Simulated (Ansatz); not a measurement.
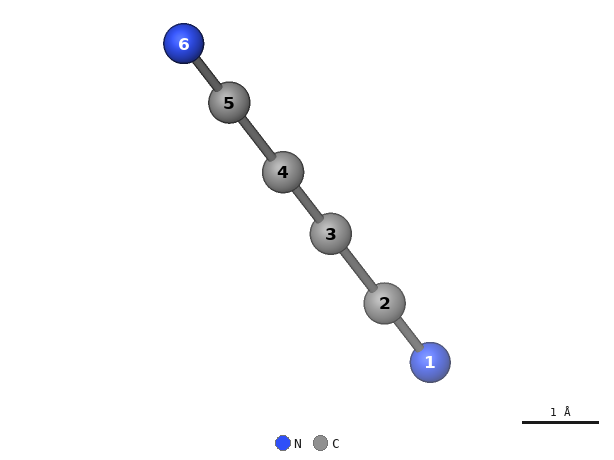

Orthographic view. Distant atoms are faded towards the background colour. The geometry was computed by an optimisation with PBE0-D4/def2-TZVP.

List all interatomic distances (Å) as a matrix.

```tsv
atom	N1	C2	C3	C4	C5	N6
N1	0.00					
C2	1.16	0.00				
C3	2.52	1.36	0.00			
C4	3.73	2.57	1.21	0.00		
C5	5.09	3.93	2.57	1.36	0.00	
N6	6.24	5.09	3.73	2.52	1.16	0.00
```
